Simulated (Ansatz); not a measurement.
**What Sr → Rb does to Sr**

Start from Sr in the fcc (Cu type) structure (space group Fm-3m, No. 225; a = 6.100 Å).

Now apply this change: Rb takes the place of Sr on all its sites, then cell and atoms are relaxed.

Calculations: r2SCAN, PAW, 500 eV (Ansatz, an electronic-structure program; no spin-orbit coupling). Γ-centred 11×11×11 mesh, Fermi–Dirac width 0.05 eV, for the changed cell.

```
quantity                        base          changed         shift
-------------------  ---------------  ---------------  ------------
density                   2.56 g/cm³       1.49 g/cm³  -1.075 g/cm³
lattice parameter a          6.100 Å          7.251 Å      +1.151 Å
space group          Fm-3m (No. 225)  Fm-3m (No. 225)             –
band gap                        zero             zero             –
```

Final structure:

```xyz
1
Lattice="0.0000 3.6257 3.6257 3.6257 0.0000 3.6257 3.6257 3.6257 0.0000" Properties=species:S:1:pos:R:3 pbc="T T T"
Rb     0.0000     0.0000     0.0000
```

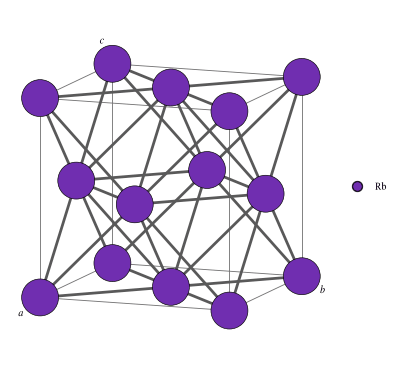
The relaxed conventional cell after the change

Cost of the whole job for the changed cell (relaxation, final SCF and bands): very roughly 70 core-seconds.

Stability against distortions was not tested. For Rb in this form, whether it has been made was not checked. This is not the structure that Rb has at room temperature and ambient pressure.
